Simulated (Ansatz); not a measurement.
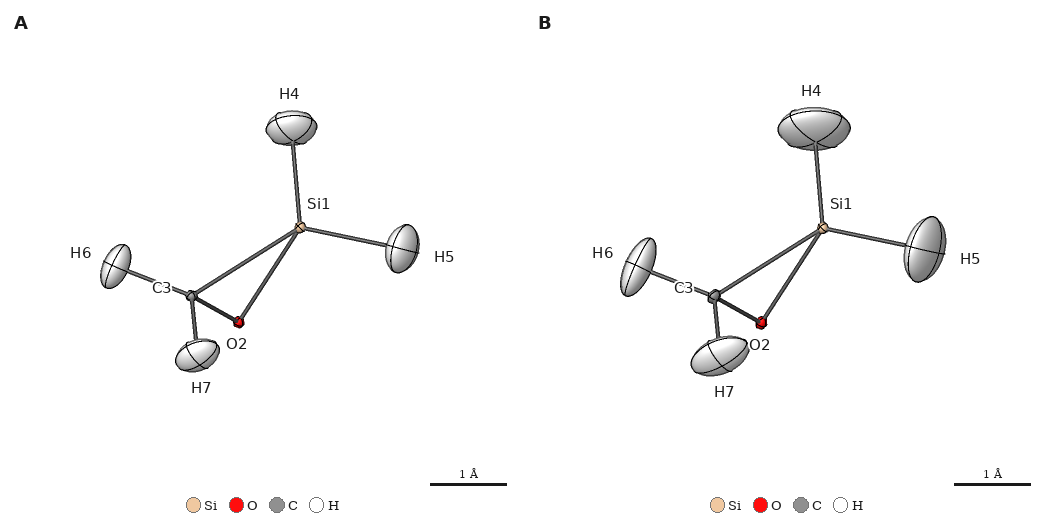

Displacement ellipsoids at the 50 % level, scaled by 1.5, from the internal vibrations of the free molecule (harmonic, no overall translation or rotation; no half-axis is drawn under 0.075 Å). Vibrations computed with RKS PBE0-D4/def2-TZVP (Ansatz 0.2.0). One panel is for 200 K, the other for 900 K.

Question: Which panel is for 900 K?

Answer: B.

Question: How much does the mean-square displacement of H4 grow, and why?

Answer: U_eq goes from 0.0173 to 0.0333 Å², a factor of 1.9. Modes below kT (626 cm⁻¹ at 900 K) grow about in proportion to T, and the lowest lies at 491 cm⁻¹; the mean-square amplitude of a mode is its zero-point value times coth(ħω/2kT), which comes close to 1 only above about 3kT.
